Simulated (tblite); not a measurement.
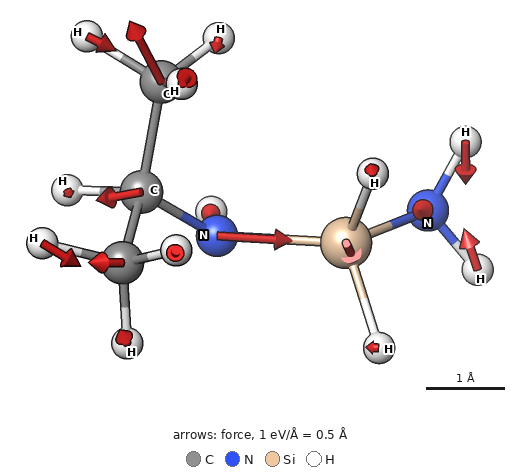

Starting geometry of C3H12N2Si with the computed forces as red arrows. The picture is a ball-and-stick view, seen at a tilt.

Level of theory: GFN2-xTB geometry optimisation, gas phase in tblite. 

Is this structure relaxed? If not, where do the atoms go?

Answer. It isn't relaxed: the largest force vector, on a C atom, is 2.33 eV/Å. The final displacements have little in common with the starting forces (cosine between the two patterns 0.24). Over 93 geometry steps the energy falls by 61.4 kJ/mol. An H atom moves most after the best rigid fit: 0.93 Å. By element the largest moves are H 0.93 Å, N 0.40 Å, C 0.26 Å, Si 0.13 Å. Among the contacts that change: N–Si 1.796 → 1.727 Å, N–Si 1.763 → 1.714 Å, C–H 1.131 → 1.087 Å, C–C 1.501 → 1.533 Å. Bond angles that change, for instance: Si–N–H 106.3° → 118.2°, C–N–Si 117.2° → 126.5°, C–C–H 116.7° → 110.4°. Groups turn about N–Si by about 55°, C–C by about 40°. Cost: 0.97 s on 1 thread of Arm Neoverse N1, with other jobs on the host.
